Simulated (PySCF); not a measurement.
**FCI/STO-6G run of PO2 (phosphorus dioxide)**

Aim: the vertical ionisation energy of PO2 (phosphorus dioxide) at FCI/STO-6G, from 2 runs. Input form: a Python script.

Program for the calculation: PySCF 2.14.0.

21 further runs of the same task are left out: 8 that didn't finish, 13 set aside as unsound or not needed.

## Step 1: The system as given

The species is PO2 (3 atoms), meant as a doublet with charge 0. As SMILES, `[O]P=O`. The coordinates come from a GFN2-xTB relaxation.

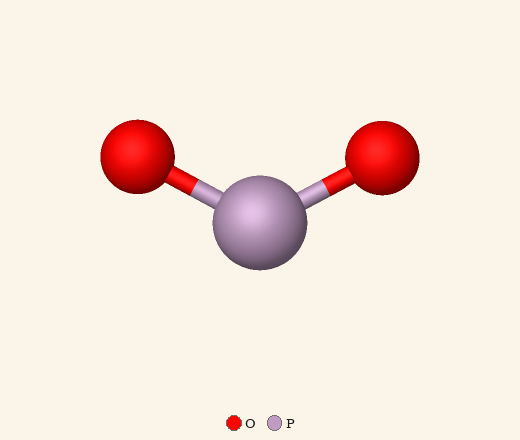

Viewed from a chosen angle; oxygen red, phosphorus pink.

## Step 2: The energy at FCI/STO-6G

job.py

```python
# phosphorus dioxide
from pyscf import gto, mcscf

mol = gto.M(
    atom=[
    ('O', (0.331710, 1.226310, 0.317670)),
    ('P', (-0.403940, 0.077030, -0.212130)),
    ('O', (0.072230, -1.303340, -0.105540)),
],
    verbose=3,
    basis='sto-6g',
    charge=0,
    spin=1,
    max_memory=1860,
)

hf = mol.ROHF()
hf.conv_tol = 1e-10
hf.kernel()
if not hf.converged:
    hf = hf.newton().run(hf.mo_coeff, hf.mo_occ)

cas = mcscf.CASCI(hf, hf.mo_coeff.shape[-1] - 7, (mol.nelec[0] - 7, mol.nelec[1] - 7))  # full CI above the frozen core
cas.fix_spin_(ss=0.75)
cas.kernel()
e_final = cas.e_tot
print(f'total energy: {e_final:.8f} hartree')
```

Started as:

```sh
OMP_NUM_THREADS=1 python job.py
```

Log:

```text
converged SCF energy = -488.479577822546
CASCI E = -488.694137413053  E(CI) = -66.2844721651038  S^2 = 0.7500000
total energy: -488.69413741 hartree
```

Wall time 4.5 s (1 thread of Arm Neoverse V1, shared host); peak memory 0.14 GiB.

## Step 3: The singlet cation, same level

job.py

```python
from pyscf import gto, mcscf
from pyscf import fci

mol = gto.Mole()
mol.atom = '''
O        0.331710       1.226310       0.317670
P       -0.403940       0.077030      -0.212130
O        0.072230      -1.303340      -0.105540
'''
mol.basis = 'sto-6g'
mol.max_memory = 1860
mol.spin = 0
mol.charge = 1
mol.verbose = 3
mol.build()

myscf = mol.RHF()
myscf.conv_tol = 1e-10
myscf.kernel()
if not myscf.converged:
    myscf = myscf.newton().run(myscf.mo_coeff, myscf.mo_occ)

cas = mcscf.CASCI(myscf, myscf.mo_coeff.shape[-1] - 7, (mol.nelec[0] - 7, mol.nelec[1] - 7))  # full CI above the frozen core
cas.fcisolver = fci.direct_spin0.FCI(mol)  # even spin states alone
cas.kernel()
print('<S^2> = %.4f' % cas.fcisolver.spin_square(cas.ci, cas.ncas, cas.nelecas)[0])
e_tot = cas.e_tot
print('E(%s) = %.9f' % ('FCI', e_tot))
```

Started as:

```sh
OMP_NUM_THREADS=1 python job.py
```

Log:

```text
converged SCF energy = -488.19626780058
CASCI E = -488.469530945443  E(CI) = -66.0566907492068  S^2 = 0.0000000
<S^2> = 0.0000
E(FCI) = -488.469530945
```

It took 6.9 s on 1 thread of Arm Neoverse V1, shared host; peak memory 0.17 GiB.

## Step 4: Results

At FCI/STO-6G, 7 core orbitals frozen:

```
                                                   quantity          value
                                  doublet PO2: total energy  -488.69414 Eh
          doublet PO2: dipole moment (Hartree–Fock density)         1.56 D
   doublet PO2: correlation energy (7 core orbitals frozen)     -214.6 mEh
                               singlet cation: total energy  -488.46953 Eh
        singlet cation: HOMO energy (Hartree–Fock orbitals)      -19.27 eV
        singlet cation: LUMO energy (Hartree–Fock orbitals)       -7.41 eV
      singlet cation: HOMO–LUMO gap (Hartree–Fock orbitals)       11.86 eV
singlet cation: correlation energy (7 core orbitals frozen)     -273.3 mEh
         vertical ionisation energy (to the singlet cation)       6.112 eV
```

**Reading.** The vertical ionisation energy comes to 6.11 eV (141 kcal/mol). Only the singlet of the ionised species was computed; a triplet could lie lower. In a minimal basis such a difference can be off by several eV, whatever the method. Mulliken charges (singlet cation) of the mean-field density run from -0.19 on O1 to +1.39 on P2.
